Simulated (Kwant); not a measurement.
System: quantum point contact (saddle potential) in a GaAs two-dimensional gas. Effective mass 0.067 mₑ, grid spacing 3.3 nm, hard walls, nominal width 80 nm (25 grid rows, so walls 85.8 nm apart), one parabolic valley, scattering region 240 nm long along x; energies count from the band bottom; Fermi energy 0.0131 eV. Potential (V0 + ½k y²) cos²(πx/L) for |x| < L/2, with V0 swept from 0.013755 to 0 eV, k = 7e-05 eV/nm², L = 59 nm.

The device is made up for the run: typed textbook-type constants, with dimensions and the other settings drawn at random.

Kwant, effective-mass tight-binding model on a square grid, one spin, coherent transport at 0 K. Conductance is in e²/h.

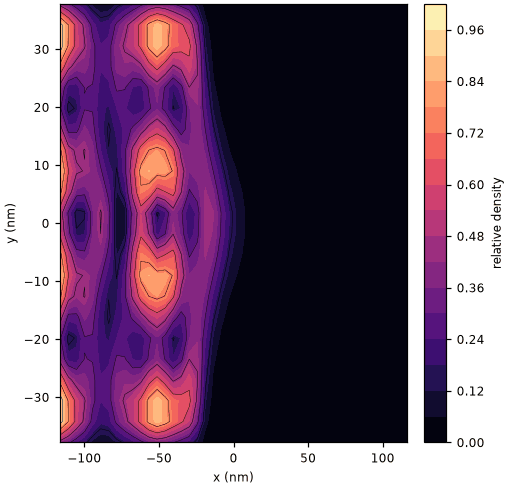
Figure: Density of the scattering states that come in from the left lead, at gate = 0.010366 eV, in bins, relative to the largest site value

The conductance there is 0.24 e²/h with 4 open channel(s) in the leads.
